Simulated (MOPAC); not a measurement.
## Geometry relaxation, with input and output: CH4BGaO2 (part 3 of 3)

CH4BGaO2; PM6-D3, closed shell, dispersion D3 (MOPAC 23.2.5). The atoms were displaced at random from an optimised geometry.

Geometry of the input (Å):
```
O  -0.1251  2.6737  -0.1807
Ga 0.1927  0.9075  -0.2132
B  1.2939  -0.8074  -0.7379
O  0.3817  -1.5277  -0.0811
C  -0.6952  -0.7707  0.5081
H  -0.9441  2.9003  0.3071
H  2.2353  -1.3193  -1.2804
H  -0.7008  -0.9778  1.6002
H  -1.6426  -1.1118  0.0946
```

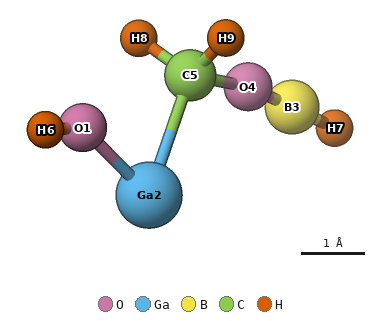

Figure 1. The geometry at step 62 of the log (ball-and-stick view, seen at a tilt; atoms are numbered from 1 in the order of the input).

Trajectory as extended XYZ, continued:
```
9
Properties=species:S:1:pos:R:3:forces:R:3 step=45 energy=-2.26995
O    -0.8469    2.2307    0.6106   -0.0002   0.0065   0.0061
Ga    0.2567    1.4971   -0.6633    0.0056  -0.0106   0.0029
B     1.3634   -2.2049   -0.4733    0.0118  -0.0063  -0.0106
O     0.5369   -1.4301   -0.0931   -0.0201  -0.0006   0.0011
C    -0.3736   -0.3490    0.2672    0.0058   0.0041  -0.0005
H    -1.1509    3.0270    0.8727   -0.0110  -0.0021  -0.0045
H     2.1749   -2.9390   -0.8530   -0.0087   0.0045   0.0043
H    -0.3285   -0.3051    1.3619    0.0031   0.0027   0.0005
H    -1.3601   -0.6993   -0.0563    0.0137   0.0018   0.0008
9
Properties=species:S:1:pos:R:3:forces:R:3 step=46 energy=-2.27002
O    -0.8457    2.2298    0.6104   -0.0049   0.0097   0.0038
Ga    0.2580    1.4960   -0.6632    0.0002  -0.0079   0.0084
B     1.3642   -2.2019   -0.4743   -0.0005  -0.0079  -0.0076
O     0.5352   -1.4299   -0.0938   -0.0199  -0.0004   0.0079
C    -0.3747   -0.3481    0.2690    0.0066  -0.0013  -0.0071
H    -1.1567    3.0245    0.8692   -0.0058  -0.0041  -0.0049
H     2.1739   -2.9377   -0.8539   -0.0008   0.0044   0.0015
H    -0.3287   -0.3054    1.3637    0.0078   0.0029  -0.0012
H    -1.3616   -0.6988   -0.0529    0.0173   0.0045  -0.0010
9
Properties=species:S:1:pos:R:3:forces:R:3 step=48 energy=-2.27013
O    -0.8453    2.2293    0.6106   -0.0065  -0.0043  -0.0042
Ga    0.2585    1.4976   -0.6633    0.0051   0.0090   0.0045
B     1.3620   -2.2045   -0.4754   -0.0128   0.0072   0.0101
O     0.5352   -1.4305   -0.0938   -0.0007  -0.0050   0.0089
C    -0.3708   -0.3460    0.2691    0.0001  -0.0090  -0.0033
H    -1.1716    3.0163    0.8685   -0.0023   0.0049  -0.0019
H     2.1700   -2.9430   -0.8515    0.0094  -0.0062  -0.0100
H    -0.3257   -0.3013    1.3637    0.0151  -0.0038  -0.0005
H    -1.3574   -0.6967   -0.0522   -0.0074   0.0072  -0.0035
9
Properties=species:S:1:pos:R:3:forces:R:3 step=49 energy=-2.27017
O    -0.8458    2.2293    0.6101   -0.0035  -0.0087  -0.0069
Ga    0.2590    1.4975   -0.6631    0.0045   0.0069   0.0053
B     1.3621   -2.2040   -0.4761   -0.0133   0.0078   0.0097
O     0.5347   -1.4314   -0.0928   -0.0002  -0.0044   0.0061
C    -0.3708   -0.3460    0.2694   -0.0001  -0.0075  -0.0036
H    -1.1719    3.0164    0.8674   -0.0047   0.0092   0.0002
H     2.1702   -2.9418   -0.8534    0.0081  -0.0057  -0.0088
H    -0.3252   -0.3008    1.3640    0.0137  -0.0041   0.0005
H    -1.3577   -0.6961   -0.0517   -0.0046   0.0066  -0.0025
9
Properties=species:S:1:pos:R:3:forces:R:3 step=51 energy=-2.27032
O    -0.8491    2.2288    0.6064   -0.0102  -0.0023  -0.0047
Ga    0.2623    1.4972   -0.6612    0.0103  -0.0050   0.0006
B     1.3621   -2.2003   -0.4817   -0.0086   0.0000   0.0042
O     0.5304   -1.4378   -0.0870    0.0040   0.0041  -0.0082
C    -0.3690   -0.3454    0.2724   -0.0018   0.0025  -0.0026
H    -1.1799    3.0167    0.8568   -0.0020   0.0047   0.0015
H     2.1703   -2.9351   -0.8662   -0.0023   0.0020  -0.0005
H    -0.3198   -0.2977    1.3665    0.0054  -0.0065   0.0070
H    -1.3586   -0.6905   -0.0467    0.0053   0.0005   0.0027
9
Properties=species:S:1:pos:R:3:forces:R:3 step=52 energy=-2.27035
O    -0.8494    2.2285    0.6065   -0.0101  -0.0004  -0.0056
Ga    0.2624    1.4970   -0.6610    0.0092  -0.0012   0.0022
B     1.3621   -2.2001   -0.4818   -0.0111   0.0022   0.0064
O     0.5302   -1.4374   -0.0878    0.0079   0.0008  -0.0075
C    -0.3688   -0.3452    0.2728   -0.0011   0.0009  -0.0029
H    -1.1799    3.0175    0.8554   -0.0007   0.0022   0.0006
H     2.1703   -2.9351   -0.8655   -0.0009   0.0006  -0.0021
H    -0.3193   -0.2983    1.3670    0.0055  -0.0058   0.0059
H    -1.3584   -0.6900   -0.0463    0.0012   0.0008   0.0030
9
Properties=species:S:1:pos:R:3:forces:R:3 step=54 energy=-2.27047
O    -0.8547    2.2256    0.6040   -0.0130   0.0156  -0.0053
Ga    0.2652    1.4963   -0.6594    0.0069   0.0098   0.0076
B     1.3605   -2.1993   -0.4845   -0.0204   0.0121   0.0126
O     0.5274   -1.4380   -0.0895    0.0291  -0.0132  -0.0098
C    -0.3657   -0.3427    0.2770    0.0023  -0.0047  -0.0011
H    -1.1846    3.0192    0.8458    0.0065  -0.0138  -0.0045
H     2.1685   -2.9340   -0.8687   -0.0004  -0.0023  -0.0049
H    -0.3118   -0.2991    1.3713    0.0033  -0.0030  -0.0001
H    -1.3568   -0.6838   -0.0401   -0.0141  -0.0004   0.0054
9
Properties=species:S:1:pos:R:3:forces:R:3 step=55 energy=-2.27082
O    -0.8858    2.2179    0.5748   -0.0073   0.0263  -0.0008
Ga    0.2840    1.4984   -0.6482   -0.0029   0.0040   0.0207
B     1.3499   -2.1982   -0.5048   -0.0478   0.0390   0.0250
O     0.5154   -1.4498   -0.0857    0.0760  -0.0318  -0.0367
C    -0.3480   -0.3336    0.2998   -0.0007  -0.0061   0.0042
H    -1.2272    3.0066    0.8163    0.0108  -0.0244  -0.0151
H     2.1527   -2.9292   -0.9084   -0.0197   0.0044   0.0036
H    -0.2689   -0.2956    1.3931   -0.0065  -0.0029  -0.0136
H    -1.3525   -0.6540    0.0028   -0.0020  -0.0086   0.0127
9
Properties=species:S:1:pos:R:3:forces:R:3 step=57 energy=-2.27142
O    -0.9011    2.2174    0.5623   -0.0128   0.0093   0.0146
Ga    0.2877    1.5064   -0.6422    0.0230  -0.0152  -0.0074
B     1.3402   -2.2154   -0.5039   -0.0152   0.0075   0.0061
O     0.5214   -1.4440   -0.0997    0.0149   0.0087   0.0019
C    -0.3335   -0.3309    0.3062   -0.0095  -0.0047  -0.0033
H    -1.2547    2.9926    0.8141   -0.0084   0.0093  -0.0026
H     2.1319   -2.9594   -0.9028    0.0031  -0.0098  -0.0123
H    -0.2401   -0.3010    1.3978    0.0022   0.0068   0.0064
H    -1.3445   -0.6452    0.0246    0.0026  -0.0120  -0.0032
9
Properties=species:S:1:pos:R:3:forces:R:3 step=59 energy=-2.27160
O    -0.9175    2.2150    0.5474    0.0005  -0.0055  -0.0003
Ga    0.2966    1.5102   -0.6355    0.0012  -0.0050   0.0139
B     1.3308   -2.2226   -0.5113   -0.0038  -0.0008  -0.0027
O     0.5207   -1.4444   -0.1027    0.0134   0.0087   0.0037
C    -0.3210   -0.3268    0.3175   -0.0077  -0.0004   0.0017
H    -1.2898    2.9801    0.7979   -0.0014   0.0096  -0.0069
H     2.1153   -2.9706   -0.9186   -0.0076  -0.0018  -0.0069
H    -0.2121   -0.3012    1.4080   -0.0052   0.0091  -0.0027
H    -1.3383   -0.6322    0.0481    0.0105  -0.0140   0.0002
9
Properties=species:S:1:pos:R:3:forces:R:3 step=60 energy=-2.27178
O    -0.9273    2.2153    0.5368    0.0051  -0.0147  -0.0089
Ga    0.3025    1.5110   -0.6298   -0.0096   0.0006   0.0207
B     1.3245   -2.2253   -0.5184    0.0015   0.0001  -0.0055
O     0.5208   -1.4442   -0.1029    0.0184  -0.0015  -0.0032
C    -0.3146   -0.3255    0.3258    0.0015   0.0022   0.0033
H    -1.3128    2.9751    0.7801    0.0020   0.0124  -0.0058
H     2.1049   -2.9737   -0.9337   -0.0150   0.0016  -0.0029
H    -0.1947   -0.3021    1.4152   -0.0152   0.0120  -0.0012
H    -1.3348   -0.6273    0.0639    0.0113  -0.0127   0.0037
9
Properties=species:S:1:pos:R:3:forces:R:3 step=62 energy=-2.27233
O    -0.9491    2.2171    0.5146   -0.0003  -0.0138  -0.0146
Ga    0.3144    1.5090   -0.6144   -0.0158   0.0059   0.0056
B     1.3112   -2.2283   -0.5377    0.0249   0.0010  -0.0117
O     0.5248   -1.4417   -0.1002    0.0073  -0.0081  -0.0061
C    -0.3048   -0.3248    0.3438    0.0276  -0.0030   0.0019
H    -1.3475    2.9825    0.7229    0.0046   0.0115   0.0030
H     2.0822   -2.9744   -0.9746   -0.0240  -0.0013   0.0020
H    -0.1624   -0.3004    1.4302   -0.0347   0.0043   0.0113
H    -1.3282   -0.6289    0.0982    0.0103   0.0035   0.0088
9
Properties=species:S:1:pos:R:3:forces:R:3 step=63 energy=-2.27247
O    -0.9519    2.2169    0.5126   -0.0035  -0.0074  -0.0085
Ga    0.3150    1.5082   -0.6127   -0.0079   0.0020  -0.0052
B     1.3105   -2.2280   -0.5396    0.0336  -0.0060  -0.0160
O     0.5258   -1.4413   -0.0999   -0.0048   0.0043   0.0057
C    -0.3043   -0.3251    0.3451    0.0224  -0.0034  -0.0003
H    -1.3434    2.9878    0.7172    0.0001   0.0110   0.0048
H     2.0804   -2.9737   -0.9787   -0.0217  -0.0040   0.0010
H    -0.1618   -0.2990    1.4314   -0.0287  -0.0029   0.0129
H    -1.3277   -0.6308    0.1012    0.0105   0.0064   0.0057
9
Properties=species:S:1:pos:R:3:forces:R:3 step=65 energy=-2.27271
O    -0.9605    2.2159    0.5044   -0.0147   0.0155   0.0106
Ga    0.3175    1.5076   -0.6085    0.0057  -0.0032  -0.0209
B     1.3082   -2.2282   -0.5447    0.0276  -0.0042  -0.0143
O     0.5272   -1.4410   -0.0991   -0.0027   0.0075   0.0215
C    -0.3004   -0.3251    0.3499    0.0019   0.0046   0.0011
H    -1.3404    2.9949    0.7090    0.0004  -0.0048  -0.0013
H     2.0732   -2.9750   -0.9903   -0.0185  -0.0038   0.0012
H    -0.1595   -0.2966    1.4364   -0.0052  -0.0193   0.0085
H    -1.3247   -0.6310    0.1104    0.0056   0.0078  -0.0064
9
Properties=species:S:1:pos:R:3:forces:R:3 step=66 energy=-2.27286
O    -0.9675    2.2166    0.4963   -0.0072   0.0095   0.0086
Ga    0.3206    1.5075   -0.6047    0.0015  -0.0005  -0.0153
B     1.3057   -2.2283   -0.5499    0.0131   0.0038  -0.0098
O     0.5275   -1.4415   -0.0982    0.0110  -0.0033   0.0190
C    -0.2960   -0.3249    0.3557   -0.0074   0.0100   0.0022
H    -1.3469    2.9957    0.7001   -0.0009  -0.0039  -0.0030
H     2.0657   -2.9767   -1.0017   -0.0174  -0.0009   0.0034
H    -0.1539   -0.2985    1.4420    0.0037  -0.0209   0.0050
H    -1.3218   -0.6280    0.1189    0.0034   0.0063  -0.0102
9
Properties=species:S:1:pos:R:3:forces:R:3 step=68 energy=-2.27331
O    -0.9875    2.2174    0.4742    0.0039  -0.0037  -0.0011
Ga    0.3295    1.5088   -0.5932   -0.0044   0.0025   0.0040
B     1.2961   -2.2301   -0.5670   -0.0326   0.0254   0.0090
O     0.5320   -1.4424   -0.0920    0.0432  -0.0337  -0.0079
C    -0.2817   -0.3229    0.3729   -0.0105   0.0134   0.0080
H    -1.3762    2.9953    0.6639    0.0010  -0.0027  -0.0027
H     2.0352   -2.9877   -1.0372   -0.0040   0.0050   0.0052
H    -0.1364   -0.3086    1.4591    0.0115  -0.0048  -0.0045
H    -1.3103   -0.6176    0.1380   -0.0082  -0.0013  -0.0099
9
Properties=species:S:1:pos:R:3:forces:R:3 step=69 energy=-2.27341
O    -0.9945    2.2141    0.4691    0.0036  -0.0036  -0.0060
Ga    0.3329    1.5110   -0.5900   -0.0048   0.0026   0.0079
B     1.2899   -2.2332   -0.5726   -0.0235   0.0174   0.0095
O     0.5367   -1.4412   -0.0879    0.0218  -0.0205  -0.0145
C    -0.2767   -0.3202    0.3771    0.0025  -0.0008   0.0000
H    -1.3899    2.9911    0.6503    0.0025  -0.0021   0.0000
H     2.0205   -2.9956   -1.0476    0.0017   0.0027   0.0018
H    -0.1290   -0.3097    1.4628   -0.0006   0.0058   0.0005
H    -1.3054   -0.6136    0.1399   -0.0032  -0.0016   0.0007
9
Properties=species:S:1:pos:R:3:forces:R:3 step=71 energy=-2.27343
O    -0.9991    2.2117    0.4643    0.0073  -0.0041  -0.0050
Ga    0.3355    1.5118   -0.5879   -0.0102   0.0064   0.0061
B     1.2859   -2.2349   -0.5751    0.0009   0.0032   0.0020
O     0.5380   -1.4402   -0.0875    0.0006  -0.0037  -0.0008
C    -0.2743   -0.3191    0.3792   -0.0020  -0.0003  -0.0007
H    -1.3954    2.9875    0.6480    0.0023  -0.0024  -0.0023
H     2.0159   -2.9968   -1.0523   -0.0049   0.0033   0.0021
H    -0.1233   -0.3056    1.4646    0.0003  -0.0041  -0.0021
H    -1.3041   -0.6128    0.1460    0.0057   0.0017   0.0008
9
Properties=species:S:1:pos:R:3:forces:R:3 step=72 energy=-2.27344
O    -0.9971    2.2121    0.4661   -0.0002   0.0007  -0.0005
Ga    0.3345    1.5117   -0.5888   -0.0012   0.0015   0.0011
B     1.2870   -2.2343   -0.5740    0.0034  -0.0027  -0.0013
O     0.5377   -1.4404   -0.0876   -0.0045   0.0033   0.0023
C    -0.2752   -0.3194    0.3782   -0.0016  -0.0005  -0.0004
H    -1.3932    2.9880    0.6497    0.0014  -0.0021  -0.0009
H     2.0174   -2.9962   -1.0501   -0.0005   0.0003   0.0000
H    -0.1258   -0.3067    1.4637    0.0005  -0.0011  -0.0011
H    -1.3045   -0.6132    0.1433    0.0027   0.0007   0.0008
9
Properties=species:S:1:pos:R:3:forces:R:3 step=74 energy=-2.27344
O    -1.0002    2.2114    0.4628    0.0028  -0.0025  -0.0021
Ga    0.3360    1.5121   -0.5872   -0.0025   0.0015   0.0026
B     1.2854   -2.2347   -0.5759   -0.0009   0.0006   0.0003
O     0.5376   -1.4406   -0.0876    0.0001  -0.0007  -0.0007
C    -0.2730   -0.3188    0.3805   -0.0001  -0.0001   0.0014
H    -1.3976    2.9867    0.6451    0.0000   0.0004  -0.0003
H     2.0138   -2.9973   -1.0541   -0.0003   0.0007   0.0005
H    -0.1214   -0.3074    1.4658    0.0003   0.0004  -0.0017
H    -1.3031   -0.6110    0.1475    0.0006  -0.0003   0.0000
9
Properties=species:S:1:pos:R:3:forces:R:3 step=75 energy=-2.27345
O    -1.0021    2.2107    0.4605    0.0008  -0.0008  -0.0006
Ga    0.3371    1.5124   -0.5860   -0.0007   0.0005   0.0008
B     1.2842   -2.2349   -0.5773   -0.0005   0.0005   0.0003
O     0.5374   -1.4406   -0.0875    0.0005  -0.0008  -0.0006
C    -0.2716   -0.3184    0.3821   -0.0001   0.0002   0.0008
H    -1.4006    2.9857    0.6418    0.0000   0.0002  -0.0001
H     2.0115   -2.9977   -1.0567   -0.0001   0.0003   0.0002
H    -0.1184   -0.3074    1.4671    0.0003   0.0002  -0.0007
H    -1.3022   -0.6098    0.1505   -0.0001  -0.0003  -0.0002
9
Properties=species:S:1:pos:R:3:forces:R:3 step=77 energy=-2.27345
O    -1.0026    2.2106    0.4599   -0.0001   0.0001   0.0001
Ga    0.3374    1.5124   -0.5857    0.0001  -0.0001  -0.0001
B     1.2839   -2.2349   -0.5776    0.0000   0.0001   0.0001
O     0.5372   -1.4406   -0.0877    0.0001  -0.0001   0.0000
C    -0.2713   -0.3183    0.3825    0.0001   0.0001   0.0001
H    -1.4014    2.9855    0.6408    0.0000   0.0000   0.0000
H     2.0111   -2.9976   -1.0572    0.0000   0.0000   0.0000
H    -0.1174   -0.3074    1.4674    0.0000   0.0000   0.0000
H    -1.3021   -0.6095    0.1515   -0.0001   0.0000   0.0000
```

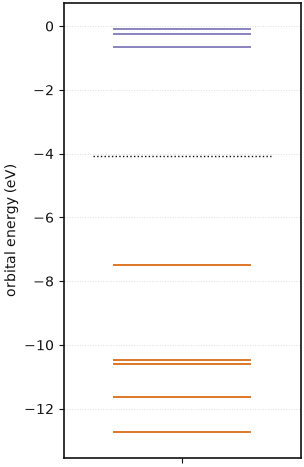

Figure 2. Orbital energies near the frontier; the dotted line parts filled from empty levels, and levels within 0.02 eV of each other stand side by side. Highest filled −7.50 eV, lowest empty −0.64 eV, 6.86 eV apart.
